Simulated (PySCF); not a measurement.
# C₂H₁₀B₂N₂Si: what the fields show

The calculation's input:

```
{"job": {"kind": "nmr", "xc": "PBE0", "basis": "pcSseg-1"}, "charge": 0, "multiplicity": 1}
B      2.771487    -0.377511     1.180025
Si     1.274541    -0.078573    -0.035599
N      0.112901    -1.396359    -0.142683
B     -1.261344    -1.315050     0.047925
C     -1.916528     0.085155     0.419046
C     -1.110517     1.315226     0.003126
N      0.260242     1.216224     0.476052
H      3.369474     0.510772     1.646781
H      3.174424    -1.451922     1.400621
H      1.725340     0.051424    -1.463694
H      0.505643    -2.301932    -0.351360
H     -1.924924    -2.284136    -0.025262
H     -2.921277     0.180906     0.001410
H     -2.038765     0.109944     1.506486
H     -1.143317     1.410589    -1.091665
H     -1.561419     2.218297     0.429194
H      0.677041     2.118977     0.639148
```

Launched as:

```sh
OMP_NUM_THREADS=1 python probes_run.py task.json out
```

Geometry: GFN2-xTB.

Method: PySCF 2.14.0, PBE0/pcSseg-1, SCF density, gas phase, non-relativistic.

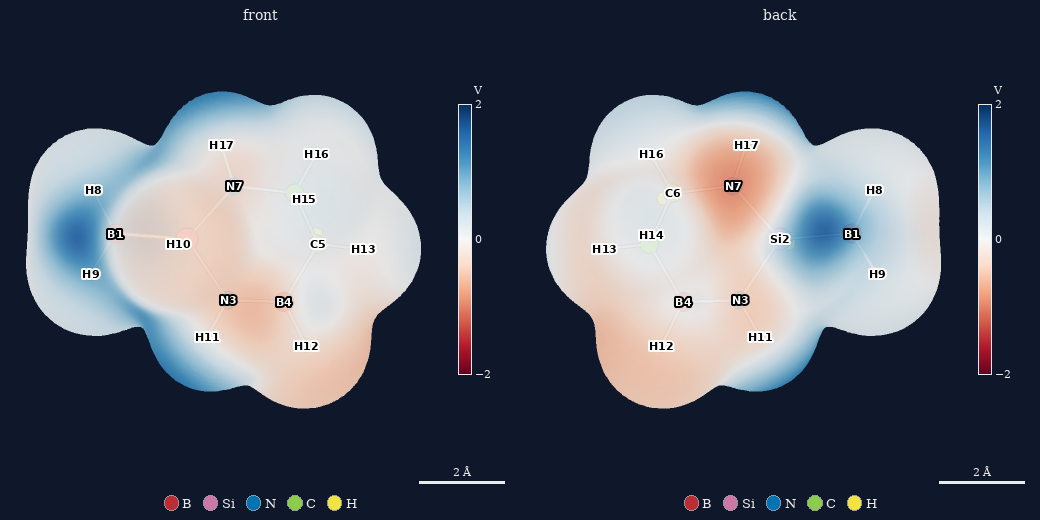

Figure 1. The electrostatic potential painted on the density surface at 0.001 e/bohr³, seen from the front and from behind; the colour scale runs from red (negative) to blue (positive).

Where is the surface potential most negative and most positive?

The most negative region (about −0.9 V, or −21 kcal/mol for a unit charge) lies over N7, the most positive (about +1.5 V, or +35 kcal/mol for a unit charge) over B1.

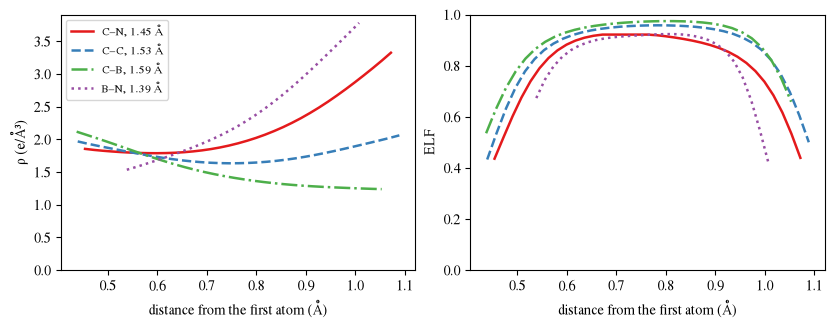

Figure 2. Electron density and ELF along straight lines between neighbouring atoms. The curves leave out the atomic cores.

What can be read from the curves?

C–N (1.45 Å): ρ at the midpoint is about 1.9 e/Å³; the ELF peaks at about 0.90 between the atoms (localised, covalent bonding).
C–C (1.53 Å): ρ at the midpoint is about 1.6 e/Å³; the ELF peaks at about 0.95 between the atoms; localised, covalent bonding.
C–B (1.59 Å): the density is about 1.4 e/Å³ at the midpoint; the ELF peaks at about 1 between the atoms, as expected for a shared electron pair.
B–N (1.39 Å): ρ is about 1.9 e/Å³ halfway; the ELF peaks at about 0.90 between the atoms: a polar covalent bond.
